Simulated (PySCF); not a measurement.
# CsSb+: from the state search to spectroscopic constants

Aim: find the lowest electronic state of CsSb+, scan its bond at several levels of theory, and get bond length, wavenumber and dissociation energy from each curve.

Program: PySCF 2.14.0. Level of theory: Cs def2-SVP with ECP46, Sb def2-SVP with ECP28, scalar-relativistic core potentials. These are calculated values, not measurements.

### Step 1. Set-up

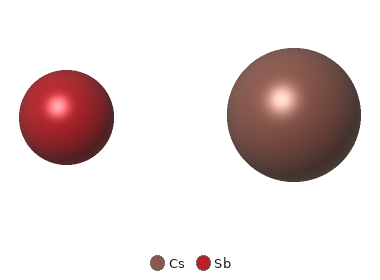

The two atoms at the starting distance (caesium brown, antimony red).

A driver script around PySCF takes these settings:

| Quantity | Value |
| --- | --- |
| atoms | Cs, Sb |
| charge | 1 |
| basis | Cs def2-SVP with ECP46, Sb def2-SVP with ECP28 |
| Hamiltonian | scalar-relativistic core potentials |
| basis functions | 50 |
| electrons treated | 31 |
| masses in u | 132.9054, 120.9038 |
| levels | PBE0, PBE, r²SCAN, LDA, PBEsol, BLYP, HSE06, HF, MP2, SCS-MP2, CCSD, CCSD(T) |
| grid | 80 radial by 434 angular points |
| occupations | held fixed by the projection of orbital angular momentum |
| dissociation limit | Cs+ + Sb, each in its ground configuration |
| starting distance in angstrom | 3.670 |
| values of 2S to try | 1, 3 |

Run with:

```console
$ OMP_NUM_THREADS=1 python dia.py task.json out
```

The runs that follow: First curve: PBE0; Other states along the same grid; PBE (GGA); r²SCAN; LDA; PBEsol (GGA); BLYP; HSE06 (range-separated hybrid); UHF; Adding correlation.

**Question.** What will these runs give? Wanted: for each run, Re; ωe; De; μ.

The runs gave:

Lowest PBE0 solution found, without spin–orbit coupling: ⁴Σ⁻ (quartet), unpaired electrons σ ↑, π ↑↑. State 2 has its PBE0 minimum 0.64 eV higher, as a spin-mixed determinant (⟨S²⟩ = 1.76), so this is no gap between pure states. State 3 has its PBE0 minimum 0.65 eV higher, as a spin-mixed determinant (⟨S²⟩ = 1.76), so this is no gap between pure states. State 4 has its PBE0 minimum 1.31 eV higher. The other levels ran on the lowest alone.

| level | Re (Å) | ωe (cm⁻¹) | De (eV) | μ (D) |
| --- | --- | --- | --- | --- |
| UHF | 4.571 | 24.8 | 0.072 | -9.24 |
| UHF-MP2 | 4.327 | 32.2 | 0.112 | n/a |
| UHF-SCS-MP2 | 4.369 | 30.7 | 0.103 | n/a |
| UHF-CCSD | 4.337 | 32.1 | 0.111 | n/a |
| UHF-CCSD(T) | 4.323 | 32.7 | 0.115 | n/a |
| LDA | 3.978 | 45.9 | 0.204 | -7.16 |
| PBE | 4.215 | 35.0 | 0.139 | -7.89 |
| PBEsol | 4.116 | 38.3 | 0.147 | -7.62 |
| BLYP | 4.328 | 31.7 | 0.123 | -8.14 |
| r²SCAN | 4.267 | 33.0 | 0.106 | -8.28 |
| PBE0 | 4.232 | 33.7 | 0.118 | -8.10 |
| HSE06 | 4.225 | 34.3 | 0.122 | -8.05 |

De is counted to Cs+ + Sb in their ground configurations. A positive dipole points from Cs to Sb; in an ion it is taken about the centre of mass and does not tell which atom is negative.

The methods spread over 0.593 Å in bond length, from LDA to UHF. CCSD(T) can't serve as the judge here: for a weak bond in this basis it is far from its limit. Of the levels with a De here, UHF gives the least (0.072 eV) and LDA the most (0.204 eV).

Correlated steps freeze 4 core orbitals. Spin–orbit coupling is left out, which matters for elements this heavy, above all for dissociation energies. The bond is weak, and basis-set superposition, which was not computed, may be a sizeable part of it. With spin–orbit coupling the term label itself may not hold.
